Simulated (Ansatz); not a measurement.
# AlBGeH$_{2}$ (charge +1, doublet): what the fields show

```xyz
5

Al    0.8678   -0.2652   -1.0847
B    -0.1842   -0.3174    0.8333
Ge   -1.2834    1.3516    1.1938
H    -0.7121   -1.3219    0.4112
H     0.9136   -0.4493    1.3265
```

Geometry: B3LYP/6-31G*.

These are results of isolated molecule in a Gaussian basis; Kohn-Sham density functional theory, functional PBE0 (Ansatz 0.2.0), not measurements.

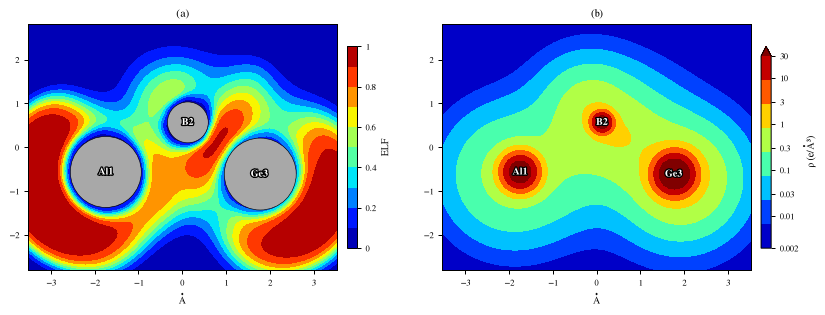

Figure 1. (a) ELF; (b) total electron density on the plane of atoms Al1, B2 and Ge3. Grey discs cover the atomic cores in the ELF map.

> Describe what can be read from this map.

Atoms in the plane: Al, B and Ge.
Ge–B (2.03 Å): ρ at the midpoint is about 0.77 e/Å³; the ELF peaks at about 0.90 between the atoms: a covalent bond.
Al–B (2.19 Å): ρ is about 0.35 e/Å³ halfway; the ELF peaks at about 0.65 in the valence shell of B, 1.0 Å from its nucleus, and is about 0.65 at the midpoint.

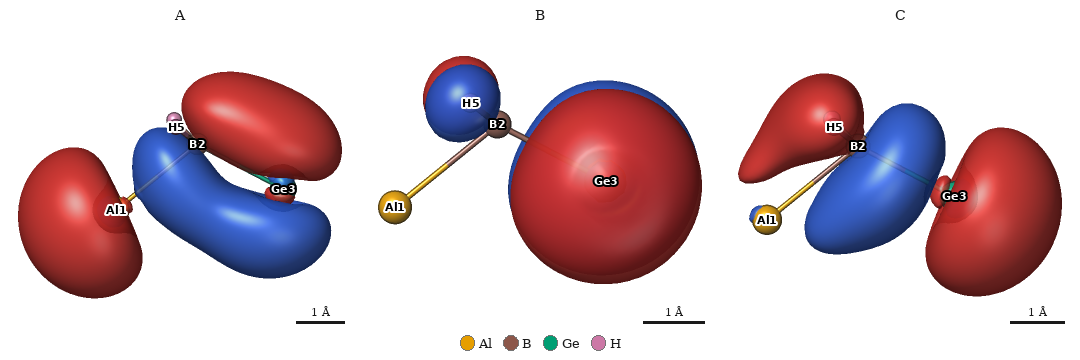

Figure 2. Three frontier orbitals at ±0.08 Å⁻³ᐟ² (blue and red are the two phases), in no order.

> Order the three orbitals by energy and name them. All are α orbitals.

C is the HOMO−1 (α) (−12.08 eV). It lies mainly on Ge3 (about 60 %), B2 (about 25 %) and Al1 (about 5 %). A is the HOMO (α) (−11.14 eV). Its weight (Hirshfeld) is mainly on Al1 (about 40 %), Ge3 (about 35 %) and B2 (about 20 %). B is the LUMO (α) (−7.90 eV). Its weight (Hirshfeld) is mainly on Ge3 (about 85 %).

> What is the gap between the highest occupied and lowest empty α orbitals?

3.24 eV between the orbital energies.

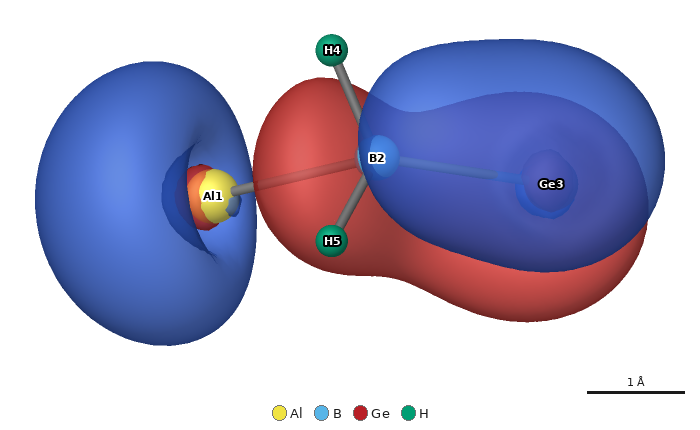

Figure 3. One frontier orbital at ±0.1 Å⁻³ᐟ² (red and blue are the two phases), seen from one side.

> Which orbital is it: HOMO (β) or LUMO (β)?

The LUMO (β), at −8.62 eV. By Hirshfeld shares it lies mainly on Ge3 (about 40 %), Al1 (about 35 %) and B2 (about 20 %).
